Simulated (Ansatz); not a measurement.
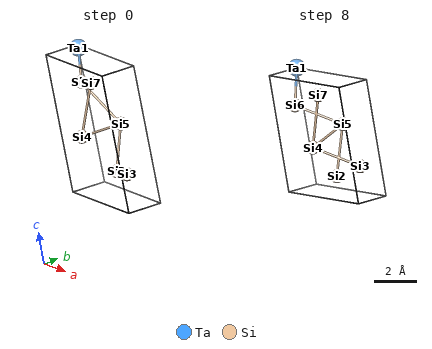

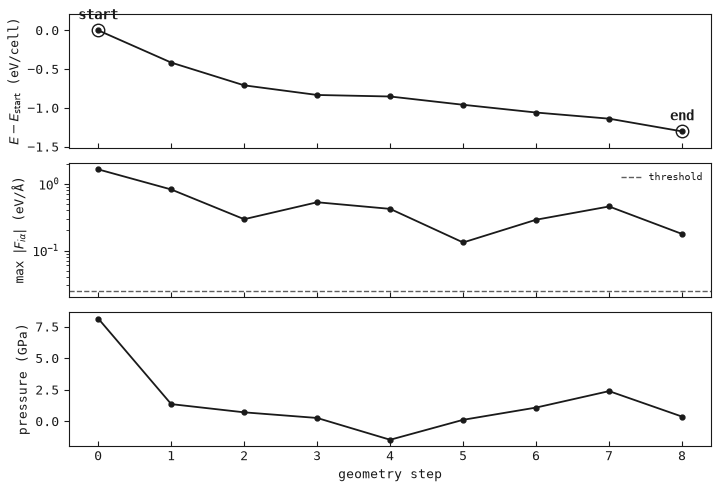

First and last geometry of a relaxation of crystalline TaSi₆ (a generated structure, set up in P1) (coarse preliminary run), with the history of the run. Style: ball-and-stick. Shown: the cell of the calculation, reduced to other axes, from a free direction. Lengths and directions refer to the drawn axes.

Theory: Ansatz, DFT PBE, scalar-relativistic, plane waves, PAW. Set-up: plane-wave cutoff 420 eV; k-point mesh 6 × 6 × 6; occupations gaussian; smearing width 0.2 eV; no spin polarisation; cell and atoms relaxed; force threshold 0.025 eV/Å; at most 60 steps.

Read the history and describe the run.

Answer. The run was cut off at its time limit before the relaxation converged, so the last structure is only a point on the way. Over 8 geometry steps the energy falls by 1.301 eV per cell of the calculation. Largest force component: 1.6 eV/Å at the start, 0.18 eV/Å at the end. Pressure: 8.15 GPa at the start and 0.38 GPa at the end. The atom that moves furthest relative to the cell is Si6 (0.56 Å along [−3 −2 −2]). Largest moves by element: Si 0.56 Å, Ta 0.19 Å. Cell: a 4.288 → 4.988 Å (+16.3 %), b unchanged at 4.339 Å, c 6.784 → 5.747 Å (−15.3 %), α 91.4° → 94.1°, β 107.6° → 98.1°, γ 119.2° → 119.5°. Volume +2.9 %. Some distances before and after: Si2–Si4 2.972 → 4.140 Å, Ta1–Si6 2.888 → 4.004 Å, Si3–Si6 3.538 → 2.455 Å, Ta1–Si3 2.940 → 4.013 Å. Bond angles that change, for instance: Ta1–Si2–Si6 66.5° → 99.1°, Ta1–Si4–Si5 100.9° → 127.1°, Ta1–Si7–Si3 75.0° → 99.4°. The space group stays P1 (No. 1).
